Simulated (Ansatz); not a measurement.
GaH2OSi (SMILES [O-][Ga+][SiH2-]) (charge −1)

```json
{"atom": "Ga", "x (Å)": "0.2183", "y (Å)": "1.1788", "z (Å)": "-0.2165"}
{"atom": "O", "x (Å)": "1.5845", "y (Å)": "2.0984", "z (Å)": "0.2126"}
{"atom": "Si", "x (Å)": "-1.6893", "y (Å)": "-0.2639", "z (Å)": "-0.6009"}
{"atom": "H", "x (Å)": "-1.2112", "y (Å)": "-0.5023", "z (Å)": "-2.0466"}
{"atom": "H", "x (Å)": "-2.5423", "y (Å)": "0.9684", "z (Å)": "-0.9602"}
```

Geometry: B3LYP-D3(BJ)/def2-SVPD.

Method: isolated molecule in a Gaussian basis; Kohn-Sham density functional theory, functional PBE0 (Ansatz 0.2.0).

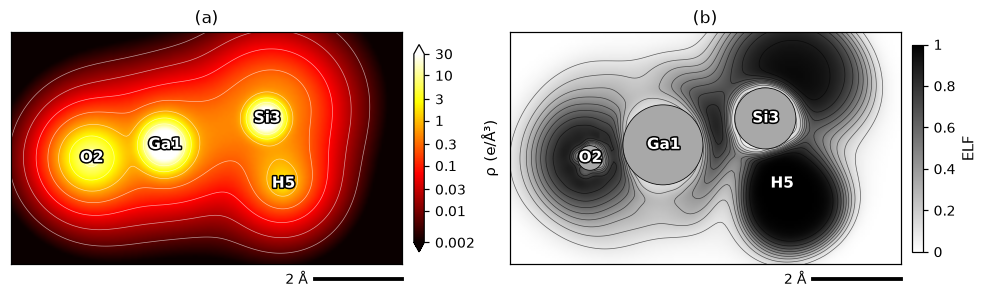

Figure 1. (a) electron density; (b) ELF on the plane of atoms Ga1, Si3 and H5. Grey discs cover the atomic cores in the ELF map.

**What do the fields say about this system?**

The plane passes through Ga, O, Si and H nuclei.
Ga–O (1.70 Å): ρ at the midpoint is about 1.1 e/Å³; the ELF peaks at about 0.80 in the valence shell of O, 0.5 Å from its nucleus, and is about 0.20 at the midpoint.
Ga–Si (2.42 Å): the density is about 0.47 e/Å³ at the midpoint; the ELF peaks at about 0.85 between the atoms; localised, covalent bonding.
Si–H (1.54 Å): the density is about 0.69 e/Å³ at the midpoint; the ELF climbs to about 1 towards the hydrogen, as it does in any bond to H.
The ELF also peaks beside O2 and Si3, away from the bonds: lone-pair regions.

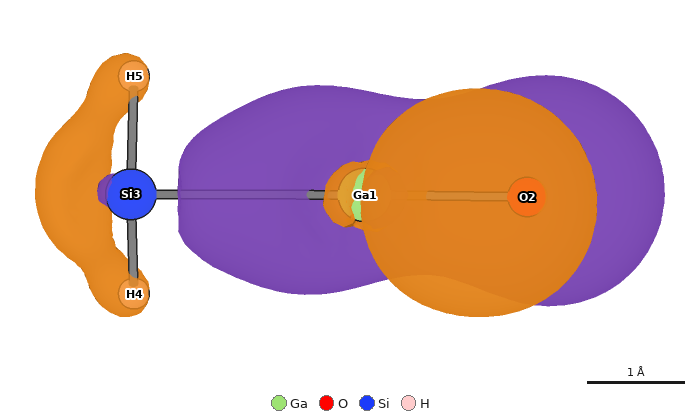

Figure 2. The HOMO−1 at ±0.08 Å⁻³ᐟ² (orange and purple are the two phases), seen at a tilt.

**Describe this orbital and give its energy.**

Its weight (Hirshfeld) is mainly on O2 (about 70 %) and Ga1 (about 20 %). Its energy is −2.54 eV.

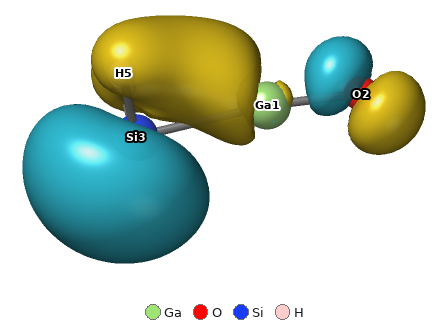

Figure 3. The HOMO at ±0.08 Å⁻³ᐟ² (yellow and cyan are the two phases), seen from one side.

**Where does this orbital lie, and at what energy?**

By Hirshfeld shares it lies mainly on Si3 (about 65 %), Ga1 (about 15 %) and O2 (about 10 %). Its energy is −1.56 eV.
